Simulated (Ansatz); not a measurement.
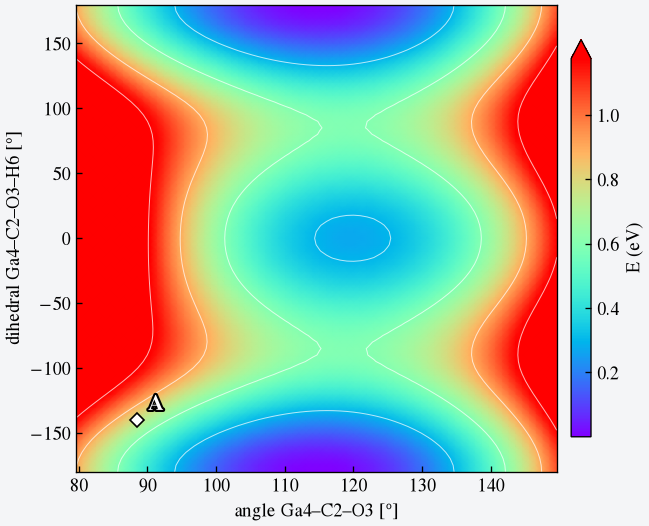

CH₄GaNO, SMILES N=[C](O)[GaH2]. First axis: angle Ga4–C2–O3. Second axis: dihedral Ga4–C2–O3–H6. Nothing is relaxed (all other coordinates rigid). The grid has 9 × 9 points. Points are written as (first, second). All energies are given in eV relative to the lowest grid point. Theory: RKS r2SCAN-D4/def2-TZVP in Ansatz.

Drawn: a smooth colour map with a few white contour lines, one colour for all values above the top of the scale, the point A. Between grid points the surface is interpolated.

### Which way does the force act at A, and how strong is it?

A, at (88.4°, −140°), is not a stationary point. The computed force is 0.04 eV for each degree towards larger values of angle Ga4–C2–O3 and 0.012 eV for each degree towards smaller values of dihedral Ga4–C2–O3–H6.
